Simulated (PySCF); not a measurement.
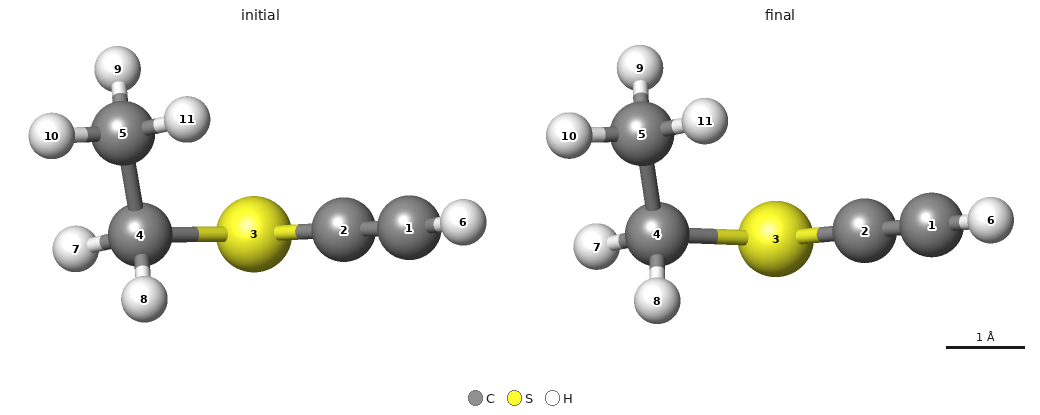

The structure of C₄H₆S before (left) and after (right) a relaxation, at one scale.

Style: ball-and-stick. Shown from a free direction.

The start comes from GFN2-xTB. Its atoms were then displaced at random by about 0.01 Å.

All numbers below come from PySCF 2.14.0, density-fitted response routines, PBE0-D3(BJ)/def2-TZVP geometry optimisation, gas phase. 

### What changed between the two?

The largest move after the best rigid fit is that of H6, 0.11 Å. By element the largest moves are H 0.11 Å, S 0.09 Å, C 0.05 Å. Among the contacts that change: C2–S3 1.702 → 1.674 Å, C1–H6 1.038 → 1.064 Å, C5–H9 1.068 → 1.091 Å, S3–C4 1.801 → 1.819 Å. Bond angles that change, for instance: C2–C1–H6 176.7° → 179.8°, C2–S3–C4 97.7° → 100.7°. The energy falls by 6.75 kJ/mol in 7 geometry steps. The run took 3.4 min on 1 thread of Arm Neoverse N1 (shared host).
